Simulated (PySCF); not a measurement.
SMILES BrC[SiH2]Br (CH₄Br₂Si) at its PBE0/def2-SVP optimised geometry (Å):

```
8

Br     1.8371     0.2263    -1.6348
C      1.1189    -0.5302     0.0000
Si    -0.7654    -0.5302     0.0000
Br    -1.5212     1.5597     0.0000
H      1.5212     0.0547     0.8391
H      1.4998    -1.5597     0.0803
H     -1.2826    -1.2310    -1.2055
H     -1.2456    -1.1956     1.2461
```

Method: PySCF 2.14.0 with PBE0/def2-TZVP. Cells within 0.4 Å of a nucleus heavier than hydrogen are left out (blank, or x).

Map of the deformation density (molecule minus spherical neutral atoms) (e/bohr³) on the plane z = 0.0 Å:

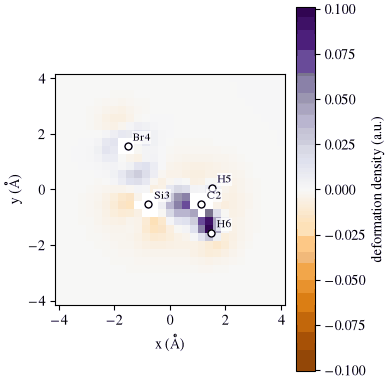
Figure: Deformation density (molecule minus spherical neutral atoms) (e/bohr³) on the plane z = 0.0 Å.
